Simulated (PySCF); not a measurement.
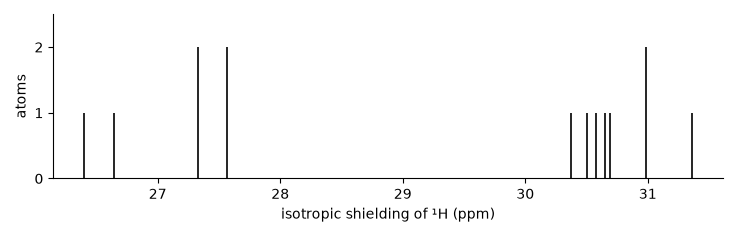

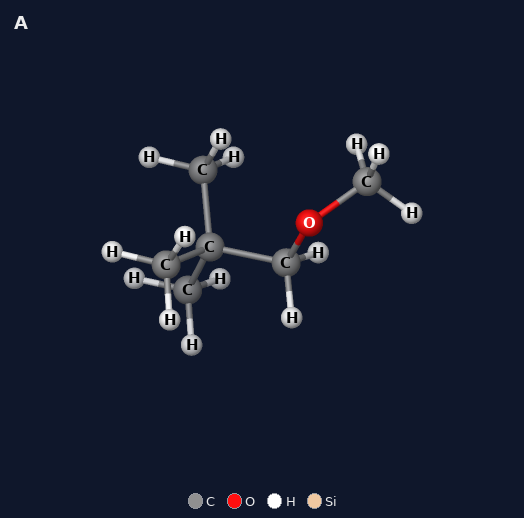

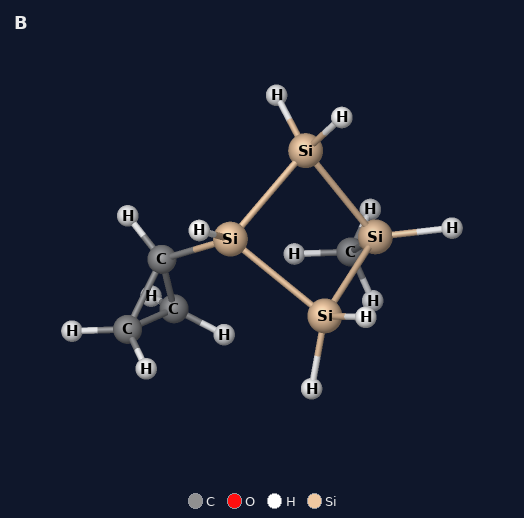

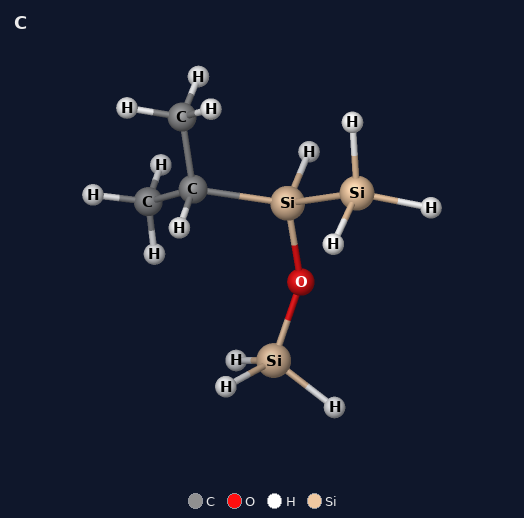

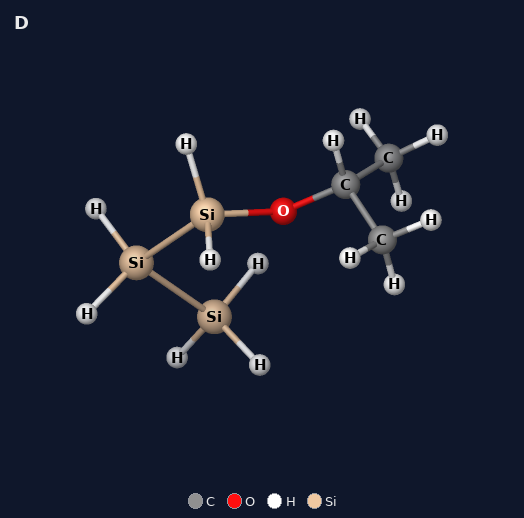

The sticks are computed shieldings of one of the molecules, for one fixed geometry (PBE0-D3(BJ)/def2-SVP) without averaging over rotations. Low shielding means a high chemical shift. Method: GIAO PBE0/pcSseg-1 NMR shielding, non-relativistic, gas phase (PySCF 2.14.0).

Match the spectrum to a structure.

Answer. B, `C[Si@H]1[SiH2][Si@@H](C2CC2)[SiH2]1`. Its 14 H atoms give lines at 26.39, 26.64, 27.33 (2 atoms), 27.56 (2 atoms), 30.38, 30.50, 30.57, 30.65, 30.69, 30.99 (2 atoms), 31.36 ppm.
